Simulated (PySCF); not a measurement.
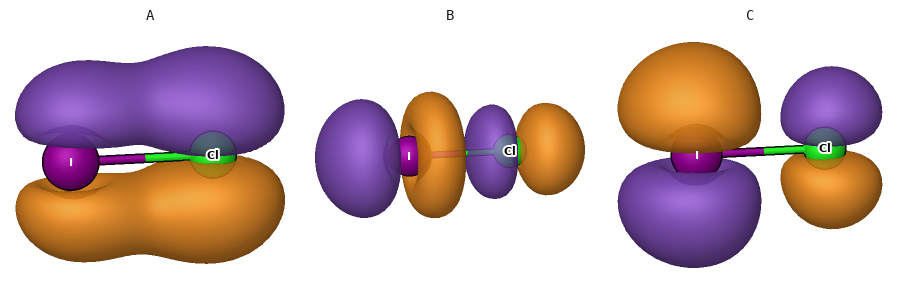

The picture shows: ICl. Three frontier orbitals, each drawn at the value that holds 80 % of its norm (orange and purple are the two phases), in no order; of a degenerate pair one member is drawn.

Core potentials replace the inner electrons of I.

The calculation used PBE0/cc-pVDZ(-PP), non-relativistic Hamiltonian with scalar-relativistic core potentials where named, at a bond length of 2.354 Å (PySCF).

Label each orbital by symmetry, say whether it is occupied, and order them by energy.

Orbital A: π, occupied, −10.23 eV; mainly on Cl (70 %).
Orbital C: π, occupied, −7.83 eV; mainly on I (75 %).
Orbital B: σ, empty, −3.72 eV; shared between the atoms (I 60 %, Cl 40 %).
